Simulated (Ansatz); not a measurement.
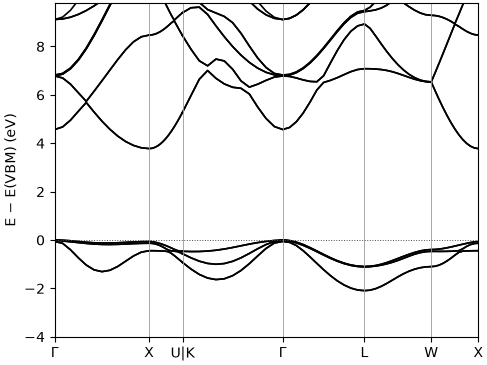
Figure: Band structure from r²SCAN with spin–orbit coupling in the plane-wave PAW code Ansatz

**Question.** Read off the gap and where the band edges lie.

**Answer.** About 3.8 eV (3.78 eV by a search for the band edges); maximum at Γ, minimum at X.

The material is SrO (rock salt, Fm-3m).

The r²SCAN relaxation kept the symmetry of its start; phonons on a q-mesh show no instability.

Potentials: the earlier of the program's two PAW sets.
